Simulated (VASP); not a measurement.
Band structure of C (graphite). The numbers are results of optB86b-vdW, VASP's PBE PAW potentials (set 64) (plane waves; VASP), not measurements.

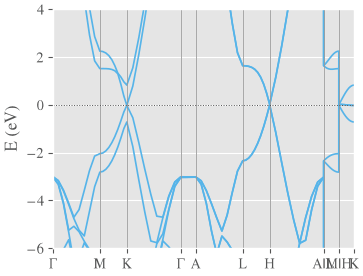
Fig. 1. Bands along high-symmetry lines, zero at the valence-band maximum or, without a gap, the Fermi level

Task: Read the plot: is there a gap, and where are the band edges?

Result: It has no gap at this level: it comes out as a metal or semimetal. (Edges off the drawn lines would not show.)

The compound is C in the graphite structure. It was relaxed first.
